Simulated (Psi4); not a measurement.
**InH3SO2 (SMILES [OH][In]([OH])[SH]), step by step**

Aim: a series of 10 runs (PBE-D4/def2-SVP, PBE0-D4/def2-TZVP, PBE-D4/def2-TZVPP, r2SCAN-D4/def2-TZVPP, B3LYP-D4/def2-TZVPP, PBE0-D4/def2-TZVPP, wB97M-V/def2-TZVPP, CCSD(T)/def2-TZVPP, and more) of InH3SO2. 

Program for the calculation: Psi4 1.11.

## Step 1: The molecule

InH3SO2 has 7 atoms, charge 0, and is taken as a singlet. SMILES: `[OH][In]([OH])[SH]`. Geometry: a GFN2-xTB, rattled relaxation, a rough one for these elements and not checked as a minimum. This is one conformer, not always the lowest. The run starts from this shape.

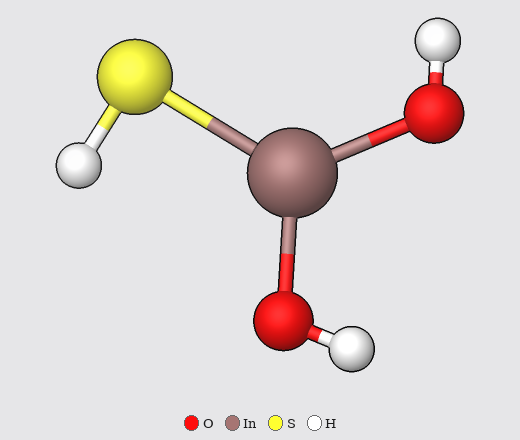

Viewed from a chosen angle; oxygen red, indium brown, sulfur yellow, hydrogen white.

## Step 2: A structure relaxation at PBE-D4/def2-SVP (density fitting, core potential) (run 1)

File h3ino2s.dat:

```
memory 4.4 GB

molecule geom {
  O     -0.034736     1.833590    -0.931102
  In     0.018044     0.065132    -0.030057
  O     -1.087470    -1.298714    -0.809742
  S      1.330745    -0.490801     1.913171
  H      0.456817     2.519867    -0.485294
  H     -1.531729    -0.949255    -1.595682
  H      0.841883    -1.751063     1.901935
  units angstrom
  symmetry c1
}

set {
  basis                   def2-SVP
  scf_type                df
  geom_maxiter            60
  max_force_g_convergence 0.0005
}

energy_value = optimize('pbe-d4')
print_variables()
```

Launch:

```console
$ psi4 h3ino2s.dat h3ino2s.out -n 2
```

h3ino2s.out:

```text
[...]
    !!!  WARNING: ECP capability is in beta. Please check occupations closely.  !!!
[...]
  Running in c1 symmetry.
[...]
  Nuclear repulsion =  247.424586639917436
[...]
  Multiplicity = 1
[...]
  Nalpha       = 28
  Nbeta        = 28
[...]
    Number of basis functions: 87
[...]
   @DF-RKS iter   1:  -739.54183113829890   -7.61011e-01   1.29295e-02 ADIIS/DIIS
[...]
    !!!  WARNING: ECP capability is in beta. Please check occupations closely.  !!!
[...]
   @DF-RKS iter   8:  -740.06104159720473   -2.22826e-11   5.49816e-09 DIIS
[...]
  @DF-RKS Final Energy:  -740.06104159720473
   => Energetics <=
    Nuclear Repulsion Energy =            242.9368497304992331
    One-Electron Energy =               -1578.6673629849215104
    Two-Electron Energy =                 656.0469850427271012
    DFT Exchange-Correlation Energy =     -60.3726913362944586
    Empirical Dispersion Energy =          -0.0048220492151697
    VV10 Nonlocal Energy =                  0.0000000000000000
    Total Energy =                       -740.0610415972047349
[...]
  -Total Gradient:
     Atom            X                  Y                   Z
    ------   -----------------  -----------------  -----------------
       1        0.000052457626    -0.000126039929    -0.000050776860
       2        0.000044762271     0.000090579327     0.000048096036
       3       -0.000024089756     0.000024486554     0.000084887666
       4        0.000003011222    -0.000101872567    -0.000022770410
       5       -0.000047881437     0.000067098556     0.000059792362
       6        0.000047990385     0.000027089401    -0.000037665708
       7        0.000020524637     0.000038884295     0.000025731365
[...]
```

Standard output:

```text
Optimizer: Optimization complete!
```

Run time: 29 s. Hardware: 2 threads of Intel Xeon Platinum 8488C (Sapphire Rapids), shared host; peak memory 0.62 GiB.

Step by step:

```
step  energy from the first frame kept (eV)  largest force (eV/Å)
   0                                 0.0000                2.0250
   1                                -0.0709                1.3548
   2                                 0.2211                4.7437
   3                                -0.0188                2.1465
   4                                -0.1252                0.2780
   5                                -0.1296                0.0737
   6                                -0.1303                0.0267
   7                                -0.1304                0.0075
```

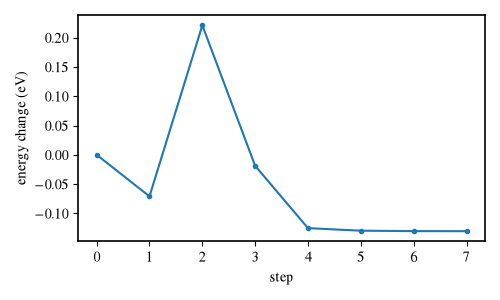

Energy along the run.

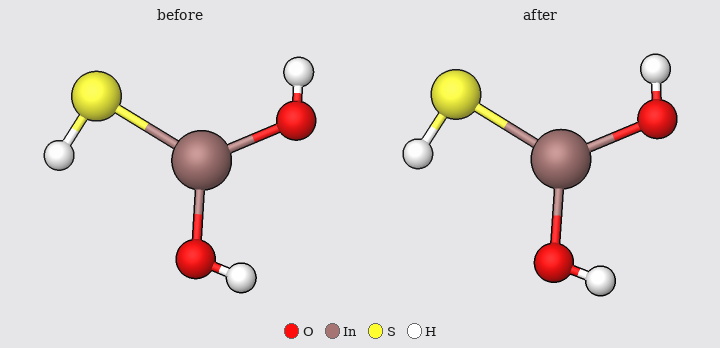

Before and after, at one scale.

After the run. Bond lengths: O1–In2 2.022 Å, In2–O3 2.018 Å, In2–S4 2.414 Å, O1–H5 0.977 Å, O3–H6 0.978 Å, S4–H7 1.365 Å. Angles: O1–In2–O3 115.8°, O1–In2–S4 125.7°, O3–In2–S4 118.4°, In2–O1–H5 109.6°, In2–O3–H6 108.2°, In2–S4–H7 90.6°.

## Step 3: A geometry optimisation at PBE0-D4/def2-TZVP (density fitting, core potential) (run 2)

File calc.dat:

```
memory 4.4 GB

molecule m {
  0 1
  O     -0.046382     1.870797    -0.938555
  In     0.021926     0.067578    -0.026382
  O     -1.118636    -1.378880    -0.850223
  S      1.337042    -0.475844     1.923879
  H      0.517285     2.505353    -0.453775
  H     -1.575658    -1.002308    -1.628803
  H      0.862456    -1.755099     1.905600
  units angstrom
  symmetry c1
}

set basis def2-TZVP
set scf_type df
set geom_maxiter 50
set max_force_g_convergence 0.0002

result, w = opt("pbe0-d4", return_wfn=True)
```

Launch:

```console
$ psi4 -n 2 calc.dat calc.out
```

calc.out:

```text
[...]
    !!!  WARNING: ECP capability is in beta. Please check occupations closely.  !!!
[...]
  Running in c1 symmetry.
[...]
  Nuclear repulsion =  242.936850184613888
[...]
  Multiplicity = 1
[...]
  Nalpha       = 28
  Nbeta        = 28
[...]
    Number of basis functions: 167
[...]
   @DF-RKS iter   1:  -739.91522996623132   -1.03213e+00   7.03622e-03 ADIIS/DIIS
[...]
    !!!  WARNING: ECP capability is in beta. Please check occupations closely.  !!!
[...]
   @DF-RKS iter   8:  -740.43269933523993   -3.18323e-12   5.86477e-09 DIIS
[...]
  @DF-RKS Final Energy:  -740.43269933523993
   => Energetics <=
    Nuclear Repulsion Energy =            247.8958869878090638
    One-Electron Energy =               -1589.1557271493611552
    Two-Electron Energy =                 646.7425969148245031
    DFT Exchange-Correlation Energy =     -45.9112374377678947
    Empirical Dispersion Energy =          -0.0042186507443529
    VV10 Nonlocal Energy =                  0.0000000000000000
    Total Energy =                       -740.4326993352399313
[...]
  -Total Gradient:
     Atom            X                  Y                   Z
    ------   -----------------  -----------------  -----------------
       1        0.000019950368    -0.000005780229     0.000036376767
       2       -0.000051551291     0.000045627406    -0.000029175221
       3        0.000009755562    -0.000035784368     0.000003286673
       4        0.000021007485    -0.000023666581     0.000023710839
       5       -0.000009940834     0.000014163499    -0.000043742011
       6        0.000003863000     0.000027444041    -0.000008756700
       7       -0.000013046762     0.000032743145    -0.000031749459
[...]
```

Standard output:

```text
Optimizer: Optimization complete!
```

It took 62 s on 2 threads of Intel Xeon Platinum 8488C (Sapphire Rapids), shared host; peak memory 1 GiB.

The path in brief:

```
step  energy from the first frame kept (eV)  largest force (eV/Å)
   0                                 0.0000                1.0130
   1                                 0.1449                4.0756
   2                                -0.0328                1.4576
   3                                -0.0707                0.2653
   4                                -0.0747                0.0729
   5                                -0.0754                0.0211
   6                                -0.0755                0.0148
   7                                -0.0756                0.0070
   8                                -0.0756                0.0038
```

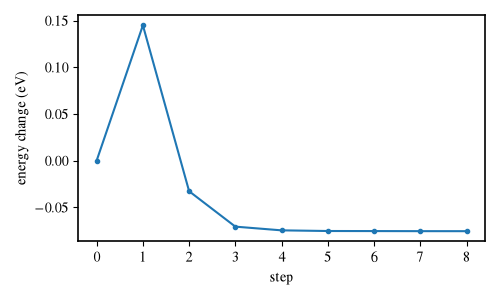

Energy along the run.

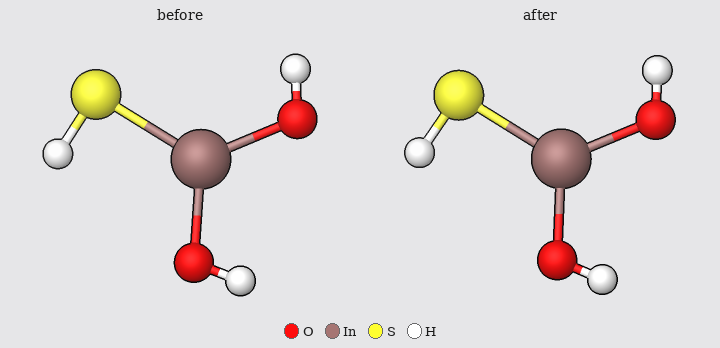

Before and after, at one scale.

After the run. Bond lengths: O1–In2 1.977 Å, In2–O3 1.973 Å, In2–S4 2.362 Å, O1–H5 0.960 Å, O3–H6 0.961 Å, S4–H7 1.345 Å. Angles: O1–In2–O3 114.2°, O1–In2–S4 125.6°, O3–In2–S4 120.2°, In2–O1–H5 113.8°, In2–O3–H6 111.6°, In2–S4–H7 92.0°.

Run 3 isn't shown in full; the table further down has it.

## Step 4: The energy at PBE-D4/def2-TZVPP (density fitting, core potential) (run 4)

File calc.dat:

```
memory 4400 mb

molecule m {
  0 1
  O     -0.047645     1.825606    -0.909201
  In     0.026373     0.061570    -0.018774
  O     -1.099081    -1.319169    -0.867364
  S      1.311628    -0.462645     1.892179
  H      0.504158     2.492378    -0.493895
  H     -1.566645    -0.974024    -1.632891
  H      0.875465    -1.734616     1.894202
  units angstrom
  symmetry c1
}

set {
  scf_type             df
  dft_radial_points    99
  dft_spherical_points 590
}

E = energy('pbe-d4/def2-TZVPP')
```

Launch:

```console
$ psi4 -n 2 calc.dat calc.out
```

calc.out:

```text
[...]
    !!!  WARNING: ECP capability is in beta. Please check occupations closely.  !!!
[...]
  Running in c1 symmetry.
[...]
  Nuclear repulsion =  247.895879615793376
[...]
  Multiplicity = 1
[...]
  Nalpha       = 28
  Nbeta        = 28
[...]
    Number of basis functions: 196
[...]
   @DF-RKS iter   1:  -739.65621002695093   -5.66380e-01   7.24625e-03 ADIIS/DIIS
[...]
   @DF-RKS iter  12:  -740.41259974884190   -9.21908e-08   2.20920e-07 DIIS
[...]
  @DF-RKS Final Energy:  -740.41259974884190
   => Energetics <=
    Nuclear Repulsion Energy =            247.8958796157933762
    One-Electron Energy =               -1588.9993757274469317
    Two-Electron Energy =                 661.1350243893509742
    DFT Exchange-Correlation Energy =     -60.4392222648331767
    Empirical Dispersion Energy =          -0.0049057617059994
    VV10 Nonlocal Energy =                  0.0000000000000000
    Total Energy =                       -740.4125997488418989
[...]
 Multipole Moments:
 ------------------------------------------------------------------------------------
     Multipole            Electronic (a.u.)      Nuclear  (a.u.)        Total (a.u.)
 ------------------------------------------------------------------------------------
 L = 1.  Multiply by 2.5417464519 to convert [e a0] to [Debye]
 Dipole X            :         -7.4750329            7.6346484            0.1596155
 Dipole Y            :          4.6156278           -4.3936731            0.2219547
 Dipole Z            :        -11.7881947           11.8954195            0.1072248
 Magnitude           :                                                    0.2936633
[...]
```

Wall time 14 s (2 threads of Intel Xeon Platinum 8488C (Sapphire Rapids), shared host); peak memory 1.8 GiB.

Runs 5 to 9 aren't shown in full; the table further down has their settings and results.

## Step 5: The energy at MP2/def2-QZVPP (density fitting, core potential, density fitting for correlation) (run 10)

File input.inp:

```
memory 4400 MB

molecule {
  O     -0.047645     1.825606    -0.909201
  In     0.026373     0.061570    -0.018774
  O     -1.099081    -1.319169    -0.867364
  S      1.311628    -0.462645     1.892179
  H      0.504158     2.492378    -0.493895
  H     -1.566645    -0.974024    -1.632891
  H      0.875465    -1.734616     1.894202
  symmetry c1
}

set globals {
  basis           def2-QZVPP
  scf_type        df
  num_frozen_docc 11
}

energy("mp2")
```

Launch:

```console
$ psi4 -i input.inp -o input.out -n 2
```

input.out:

```text
[...]
    !!!  WARNING: ECP capability is in beta. Please check occupations closely.  !!!
[...]
  Running in c1 symmetry.
[...]
  Nuclear repulsion =  247.895879615793376
[...]
  Multiplicity = 1
[...]
  Nalpha       = 28
  Nbeta        = 28
[...]
    Number of basis functions: 356
[...]
   @DF-RHF iter   1:  -738.06878730397261   -1.87995e+00   2.56309e-03 DIIS/ADIIS
[...]
   @DF-RHF iter  12:  -738.38465541314133   -1.09594e-10   8.56068e-09 DIIS
[...]
  @DF-RHF Final Energy:  -738.38465541314133
   => Energetics <=
    Nuclear Repulsion Energy =            247.8958796157933762
    One-Electron Energy =               -1588.9092164350649909
    Two-Electron Energy =                 602.6286814061303403
    Total Energy =                       -738.3846554131413313
[...]
 Multipole Moments:
 ------------------------------------------------------------------------------------
     Multipole            Electronic (a.u.)      Nuclear  (a.u.)        Total (a.u.)
 ------------------------------------------------------------------------------------
 L = 1.  Multiply by 2.5417464519 to convert [e a0] to [Debye]
 Dipole X            :         -7.4072527            7.6346484            0.2273957
 Dipole Y            :          4.6543941           -4.3936731            0.2607210
 Dipole Z            :        -11.7165965           11.8954195            0.1788230
 Magnitude           :                                                    0.3894379
[...]
```

Run time: 9.6 s. Hardware: 2 threads of Intel Xeon Platinum 8488C (Sapphire Rapids), shared host; peak memory 1.2 GiB.

## Step 6: Overview of the runs

```
run                                                                                  level  geom maxiter  max force g convergence  energy (Eh)  dipole moment (D)  HOMO energy (eV)  LUMO energy (eV)  wall time
  1                                      PBE-D4/def2-SVP (density fitting, core potential)            60                   0.0005  -740.061042               0.64             -6.26             -2.72       29 s
  2                                    PBE0-D4/def2-TZVP (density fitting, core potential)            50                   0.0002  -740.432699               0.85             -7.85             -1.79       62 s
  3                                    PBE0-D4/def2-TZVP (density fitting, core potential)             –                        –  -740.432699               0.85                 –                 –    4.7 min
  4                                    PBE-D4/def2-TZVPP (density fitting, core potential)             –                        –  -740.412600               0.75             -6.56             -2.67       14 s
  5                                 r2SCAN-D4/def2-TZVPP (density fitting, core potential)             –                        –  -740.707288               0.76             -6.87             -2.44       29 s
  6                                  B3LYP-D4/def2-TZVPP (density fitting, core potential)             –                        –  -740.826603               0.87             -7.60             -2.13       12 s
  7                                   PBE0-D4/def2-TZVPP (density fitting, core potential)             –                        –  -740.436707               0.83             -7.85             -1.79       14 s
  8                                   wB97M-V/def2-TZVPP (density fitting, core potential)             –                        –  -740.614027               0.88            -10.13              0.03       31 s
  9  CCSD(T)/def2-TZVPP (density fitting, core potential, density fitting for correlation)             –                        –  -739.362787                  –            -10.71              1.42      5 min
 10      MP2/def2-QZVPP (density fitting, core potential, density fitting for correlation)             –                        –  -739.581737                  –            -10.73              0.99      9.6 s
```

## Step 7: What came out

```
                                                            quantity          value
                                run 10, MP2/def2-QZVPP: total energy  -739.58174 Eh
         run 10, MP2/def2-QZVPP: HOMO energy (Hartree–Fock orbitals)      -10.73 eV
         run 10, MP2/def2-QZVPP: LUMO energy (Hartree–Fock orbitals)        0.99 eV
       run 10, MP2/def2-QZVPP: HOMO–LUMO gap (Hartree–Fock orbitals)       11.72 eV
run 10, MP2/def2-QZVPP: correlation energy (11 core orbitals frozen)    -1197.1 mEh
```

In words: Over runs 3, 4, 5, 6, 7, 8 the dipole moment (its size) runs from 0.75 D (PBE-D4/def2-TZVPP) to 0.88 D (wB97M-V/def2-TZVPP). Over runs 4, 5, 6, 7, 8 the HOMO–LUMO gap runs from 3.88 eV (PBE-D4/def2-TZVPP) to 10.16 eV (wB97M-V/def2-TZVPP). Totals of different functionals can't be ranked against each other. All runs together took 13 min, the longest 5 min.
